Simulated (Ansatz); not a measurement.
**ClF₂H₃O₃W: ionisation energy by level of theory**

Aim: the vertical ionisation energy of ClF₂H₃O₃W, as cation minus neutral at the neutral's geometry, on several levels, and how well −ε(HOMO) stands in for it.

The runs use Ansatz 0.2.0, Gaussian basis; unrestricted cation, the program's frozen cores in correlated methods.

Plan: UKS PBE-D4/def2-TZVPP; UKS r2SCAN-D4/def2-TZVPP; UKS PBE0-D4/def2-TZVPP; UKS B3LYP-D4/def2-TZVPP; UKS wB97X-V/def2-TZVPP; UKS wB97M-V/def2-TZVPP; UKS B2PLYP/def2-TZVPP; UHF-CCSD(T)/def2-TZVPP; UHF-MP2/def2-QZVPP; extrapolation to the limit; then −ε(HOMO) from the neutral's earlier runs with LDA (SPW92), PBE-D4, revPBE-D4, BLYP-D4, r2SCAN-D4, B97M-V, PBE0-D4, B3LYP-D4, r2SCANh-D4, r2SCAN0-D4, HSE06-D4, BHLYP-D4, CAM-B3LYP-D4, LC-ωPBE, ωB97X-V, ωB97M-V.

1 further run of the same task is left out (for a known fault of the program).

## (1) Structure used throughout

All runs share one geometry, relaxed beforehand with PBE0-D4 in a triple-zeta def2 set. W takes the def2 core potential; no spin-orbit term is included.

10 atoms, charge 0, spin multiplicity 1.

Atoms are counted from 1 here; the program's logs count them from 0.

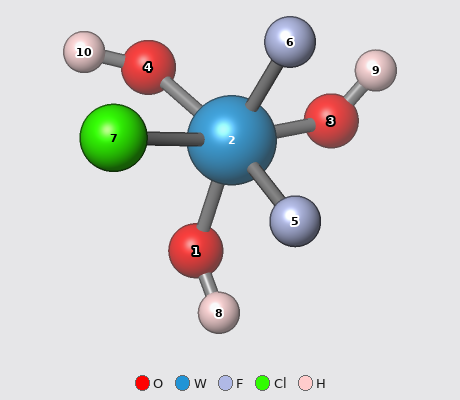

The geometry (oxygen red, tungsten blue, fluorine light blue, chlorine green, hydrogen pink); atoms are numbered from 1 in the order of the file.

## (2) Cation, UKS PBE-D4/def2-TZVPP

Contents of in.yaml:

```yaml
crystal:
  periodic: [false, false, false]
  atoms:
    - {symbol: O, position_ang: [-0.801884, -1.457941, -0.558286]}
    - {symbol: W, position_ang: [-0.096573, 0.149570, 0.059285]}
    - {symbol: O, position_ang: [0.892927, -0.724376, 1.385478]}
    - {symbol: O, position_ang: [1.302982, 0.102103, -1.161118]}
    - {symbol: F, position_ang: [-1.705041, 0.287281, 1.010820]}
    - {symbol: F, position_ang: [0.428874, 1.690665, 0.995587]}
    - {symbol: Cl, position_ang: [-1.124665, 1.581339, -1.486569]}
    - {symbol: H, position_ang: [-1.613262, -1.866094, -0.242657]}
    - {symbol: H, position_ang: [1.390588, -0.231108, 2.045902]}
    - {symbol: H, position_ang: [1.326065, 0.468550, -2.048443]}
basis:
  gaussian: {orbitals: def2-TZVPP}
total_charge: 1
magnetization: {spin_polarized: true, initial_magnetization: 1}
hamiltonian: {xc: pbe, dispersion: d4}
```

Started as:

```
ansatz run in.yaml --threads 2 --pin off --events-out ev --progress --plain --max-ram 32768MiB --backend cpu
```

The runs that follow: Cation, UKS r2SCAN-D4/def2-TZVPP; Cation, UKS PBE0-D4/def2-TZVPP; Cation, UKS B3LYP-D4/def2-TZVPP; Cation, UKS wB97X-V/def2-TZVPP; Cation, UKS wB97M-V/def2-TZVPP; Cation, UKS B2PLYP (frozen core)/def2-TZVPP; Cation, UHF-CCSD(T)/def2-TZVPP; Cation, UHF-MP2/def2-QZVPP.

**Question.** What will the summary of the whole plan be? Wanted: ionisation energy, CCSD(T)/CBS; nearest functional by difference; nearest −ε(HOMO); −ε(HOMO) of PBE; T1 of the cation.

The runs gave:

```
                        quantity               value
  ionisation energy, CCSD(T)/CBS            11.33 eV
nearest functional by difference  ωB97X-V (-0.06 eV)
                nearest −ε(HOMO)  ωB97X-V (-0.03 eV)
                 −ε(HOMO) of PBE             7.40 eV
                T1 of the cation               0.026
```

By cation minus neutral, the functionals miss by 0.70 eV at most. −ε(HOMO) of PBE misses by 3.9 eV, since self-interaction lifts the level. Among orbital estimates ωB97X-V comes nearest. Hartree-Fock falls 0.85 eV short, as the neutral has more correlation energy than the cation. The cation may have settled in a state other than its lowest; no search over hole states beyond the program's own was made. Correlated methods include outer-core shells of W, which these sets cover unevenly.
